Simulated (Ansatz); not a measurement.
# What BaPbS3 (model cell, started as cubic perovskite with Pb in the octahedra) distorts into, part 3 of 3

Aim: this structure of BaPbS3 (model cell, started as cubic perovskite with Pb in the octahedra) is to be tested for unstable modes, and one is followed downhill.

Ansatz 0.2.0; DFT PBEsol, scalar-relativistic, plane waves, PAW; PAW set soft_1.

So far. Step 5 (Energy along the mode, all amplitudes (two of the runs …): The lowest of the steps tried is the last one, at 0.6 Å, 66.3 meV/atom below the parent; the bottom of the well need not coincide with a step. Step 7 (The new phase in its own primitive cell): The largest force component left is 0.100 meV/Å and the pressure is -0.002 GPa, within the tolerances set. The cell now holds 26.65 Å³/atom. The relaxed cell has a = 7.487, c = 16.465 Å (conventional setting).

The structure was built from a prototype and need not be the compound's stable phase.

## 8. Modes of the new phase, k-mesh 6×6×6

A relaxed structure may still be a saddle point, so its zone-centre modes are computed. No field response is asked, and the gap on the mesh is small against the smearing.

Contents of input.yaml:

```yaml
crystal:
  lattice:
    - [3.7436721415, 2.1614101187, 5.4883823497]
    - [-3.7436721415, 2.1614101187, 5.4883823497]
    - [0.0, -4.3228202373, 5.4883823497]
  atoms:
    - { symbol: Ba, position: [0.25, 0.25, 0.25] }
    - { symbol: Ba, position: [0.75, 0.75, 0.75] }
    - { symbol: Pb, position: [0.5, 0.5, 0.5] }
    - { symbol: Pb, position: [0.0, 0.0, 0.0] }
    - { symbol: S, position: [0.6632872763, 0.25, 0.8367127237] }
    - { symbol: S, position: [0.3367127237, 0.75, 0.1632872763] }
    - { symbol: S, position: [0.8367127237, 0.6632872763, 0.25] }
    - { symbol: S, position: [0.1632872763, 0.3367127237, 0.75] }
    - { symbol: S, position: [0.75, 0.1632872763, 0.3367127237] }
    - { symbol: S, position: [0.25, 0.8367127237, 0.6632872763] }
kpoints:
  mp_grid: { grid: [6, 6, 6] }
hamiltonian:
  xc: pbesol
  pseudopotentials: { kind: paw, azcp: { folder: soft_1 }, xc_functional: pbe }
scf:
  occupations: { method: methfessel_paxton, width: 0.2 }
output:
  eigenvalues: true
phonons:
  method: dfpt
```

Run with:

```
$ ansatz run input.yaml --threads 4 --pin off --max-ram 16384MiB --backend cpu --events-out ev --progress --plain --runs-dir out
```

Numbers of over 12 decimals in the logs are rounded to 6 here.

Log:

```text
[...]
Crystal: 10 atoms, lattice volume = 266.459 Å³
Basis set: ecut = 420 eV, 5245 PW (Γ), exchange–correlation on 96×96×96 points (8 copies of the dense FFT grid, shifted against one another)
Bands: 52, of which v1, the nominal top of the filled ones, is band 42 counted from 1 (41 counted from 0)
Symmetry: 12 space group operations
k-points: 112 of 216 (irreducible under 1 space group operation, time reversal used)
[...]
SCF iter   1: F=—  HF=-40563.012737 eV  |F-HF|=—  |Δ(HF+E_count)|=         —  Δρ=3.82e-2  dr2=1.40e1  ethr=3.10e-3  ⟨swp⟩=12.9  Hψ=34329  notcnv=0
[...]
SCF iter  13: F=-40557.649617 eV  HF=-40557.649617 eV  |F-HF|=7.28e-12  |Δ(HF+E_count)|=  2.18e-11  S|Δr|=    0.00e0  Δρ=4.48e-8  dr2=6.78e-12  ethr=1.00e-12  ⟨swp⟩=21.9  Hψ=46827  notcnv=0
SCF 1 converged in 13 iterations: F = -40557.649617 eV  dr2 = 6.78e-12
[...]
DFPT response loops at Γ: preconditioner auto → Kerker (q_TF=auto, 2.251 Å⁻¹) (partly filled bands, converged f_vac=0.000); β = 1.00, the filter's whole step (`scf.mixing.beta` (0.50) is not read by the response loops under this deck's `scf.mixing.preconditioner`; to damp them name `kerker` or `kerker_dos`, under which they read `scf.mixing.beta`, and type it under 1.00, their step now; both keys bind the ground state too); Broyden in place of MSR1
SCF converged after 13 iterations
[...]
Free energy (F): -40557.649617 eV
[...]
Internal energy: -40557.673558 eV  (E = F + TS)
E sigma→0 (E₀):  -40557.655602 eV
Entropy (-TS):   0.023940 eV (2.394 meV/atom)
Fermi energy:    6.802062 eV
[...]
--- Band table (eV; the first three rows and the last of 112) ---
  k-point 0: bands = [... 38 lower, 6.1975, 6.6749, 6.6749, 6.7707, 6.8293, 9.1785, 9.8057, 10.1754, ... 6 higher]
  k-point 1: bands = [... 38 lower, 6.1741, 6.6009, 6.6533, 6.7111, 6.8965, 8.8628, 9.5205, 10.4714, ... 6 higher]
  k-point 2: bands = [... 38 lower, 6.0768, 6.3200, 6.6564, 6.6722, 6.9797, 7.8980, 10.1946, 11.0319, ... 6 higher]
  k-point 111: bands = [... 38 lower, 5.8872, 5.8872, 5.8872, 5.8872, 7.2770, 7.2770, 11.3940, 11.3940, ... 6 higher]
--- Phonons (Γ-DFPT): 6 representative perturbations + reference, on 112 of 216 k-points (Σ response iterations 19) ---
  k mesh reduced under 1 symmetry operation, with k and −k counted as one. Each operation leaves every solved perturbation unchanged. A smaller set is not used because it would not reduce the number of displacements times k-points to solve
  ASR residual: 3.300e-5 → 0.000e0 eV/Å²; symmetrization residual: 9.319e-6 eV/Å²
  ASR residual per site (eV/Å²): 2.83e-5 2.83e-5 3.30e-5 3.30e-5 2.23e-5 2.23e-5 2.54e-5 2.54e-5 2.23e-5 2.23e-5
  Γ frequencies (cm⁻¹): -70.09 -70.09 -46.44 -20.87 -20.87 0.00 0.00 0.00 36.20 40.36 40.36 57.74 71.19 81.26 81.26 106.63 106.63 111.20 160.96 182.44 182.44 185.94 185.94 204.99 230.33 230.33 238.12 286.58 286.58 296.04
  non-analytic LO–TO correction: not included (Born effective charges unavailable; polar crystals: no LO–TO splitting at Γ)
```

Elapsed: 5.6 min, on 4 threads of Arm Neoverse V2, shared host; peak memory 4.8 GiB; 22 min of CPU time.

This step gave:

```
sum-rule residual before enforcement                    : 3.30e-5 eV/Å²
point group                                             : -3m
highest optical mode at the zone centre (no LO-TO term) : 296.0 cm⁻¹
lowest optical zone-centre mode                         : -70.09 cm⁻¹
```

Patterns of degenerate modes are one choice out of their space. Modes at Γ, with each element's share of the kinetic energy (negative means imaginary):

```
mode  frequency (cm⁻¹)  symmetry  Ba %  Pb %  S %
   1             -70.1        Eu     1     5   94
   2             -70.1        Eu     1     5   94
   3             -46.4       A2u    15     5   80
   4             -20.9        Eg    14     0   86
   5             -20.9        Eg    14     0   86
   6               0.0  acoustic    31    47   22
   7               0.0  acoustic    31    47   22
   8               0.0  acoustic    31    47   22
   9              36.2       A2g    84     0   16
  10              40.4        Eu    36    52   12
  11              40.4        Eu    36    52   12
  12              57.7       A2u    54    42    4
  13              71.2       A2g    16     0   84
  14              81.3        Eg    82     0   18
  15              81.3        Eg    82     0   18
  16             106.6        Eu    22    74    4
  17             106.6        Eu    22    74    4
  18             111.2       A1u     0    96    4
  19             161.0       A1g     0     0  100
  20             182.4        Eu    10    16   74
  21             182.4        Eu    10    16   74
  22             185.9        Eg     4     0   96
  23             185.9        Eg     4     0   96
  24             205.0       A1u     0     4   96
  25             230.3        Eg     1     0   99
  26             230.3        Eg     1     0   99
  27             238.1       A2u     0     6   93
  28             286.6        Eu     0     6   94
  29             286.6        Eu     0     6   94
  30             296.0       A2g     0     0  100
```

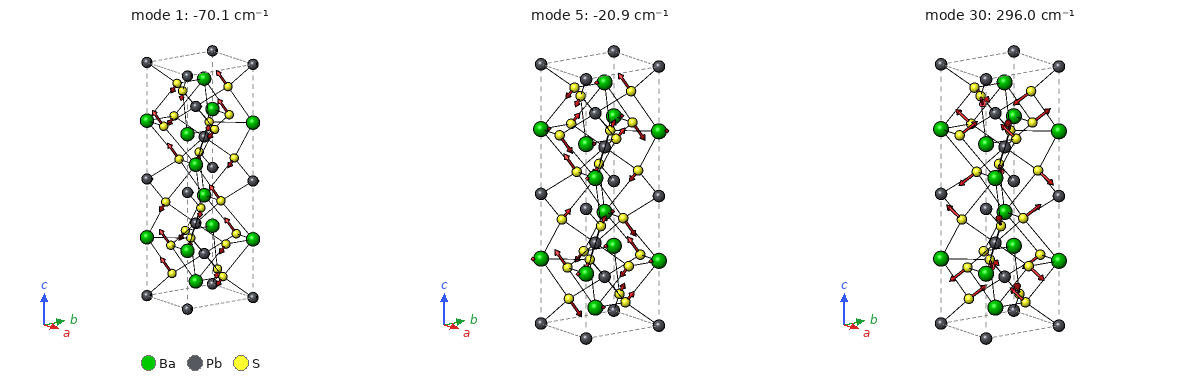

Displacement patterns of modes 1, 5 and 30 at Γ; arrows are exaggerated. Bonds to atoms that aren't drawn are left out. Some periodic images of atoms are drawn too.

Before it was imposed, the acoustic sum rule was missed by 3.3e-5 eV/Å². Small misses are needed for a sound result but don't prove that mesh and cutoff are converged. The lowest optical mode is imaginary, 70.1i cm⁻¹, so the energy falls along it.

## 9. Results

* unstable mode of the parent: q = (-0.5, -0.5, -0.5), 103i cm⁻¹
* depth at the lowest point sampled: 66.3 meV/atom
* largest atomic shift at that point: 0.6 Å
* space group reached (within 0.01 Å): R-3c
* energy gained over the parent (first relaxation, on the mesh of the frozen mode): 90.1 meV/atom
* volume per atom, phase reached: 26.6 Å³
* gap on the k-mesh, phase reached: 0.0586 eV
* lowest optical zone-centre mode, phase reached: -70.1 cm⁻¹
* highest optical mode at the zone centre (no LO-TO term), phase reached: 296 cm⁻¹

Along this mode the structure falls into R-3c, 90.1 meV/atom below the parent. At the parent's cell the well is 66.30 meV/atom deep on the steps tried, with its lowest point at a shift of 0.6 Å. That is the last step tried, so the steps alone don't bracket the bottom of the well. Relaxing atoms and cell changes the gain by +23.84 meV/atom against the lowest step (energies at zero smearing). The new phase still has an imaginary mode at the zone centre of its cell, so it is a saddle point on the way to a lower structure. Of the 4 patterns followed to their end from this parent, this one ends 145 meV/atom above the lowest, I4/mcm. Each path keeps the symmetry of its pattern, so a lower phase may lie along a pattern not tried. With no gap, or one that is small against the smearing, the frequencies hang on the k mesh and the smearing, most of all near Kohn anomalies. Spin-orbit coupling is left out, which can matter for the heavy elements here. The PAW files were made for PBE and serve the other functionals too. A phonon run warned that its eigensolver left some bands unconverged in a pass. The starting cell was built on a prototype and not taken from a measurement, so the phase need not exist.

[Logs are printed without paths, hosts, clocks, repeated set-up lines and the standing remarks that a program may print on its own settings, such as how far it seeks lower states.]

[Hosts, paths, dates, database ids (printed as entryN), source tags and the programs' standing remarks are cut or masked in the printed files.]
